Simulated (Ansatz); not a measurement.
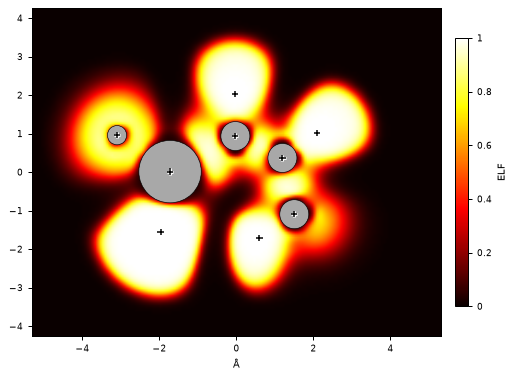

The ELF on a plane through atoms (crosses mark nuclei in the plane; grey discs cover the cores).

These are results of Ansatz, isolated molecule in a Gaussian basis; Kohn-Sham density functional theory, functional PBE0, not measurements.

Candidates:
A. GeH$_{9}$NSi$_{2}$ (SMILES [SiH3][N]([SiH3])[GeH3])
B. C$_{3}$H$_{6}$AlF (SMILES C/C=[CH]\[AlH][F])
C. C$_{2}$H$_{7}$ClOSi

Which candidate gave the map?

Candidate B: C$_{3}$H$_{6}$AlF on the plane of atoms C2, C1 and H6, which holds C, Al, F and H. C–C (1.35 Å): the ELF peaks at about 0.95 between the atoms; a covalent bond. Al–F (1.67 Å): the ELF peaks at about 0.85 in the valence shell of F, 0.6 Å from its nucleus, and is about 0.40 at the midpoint.
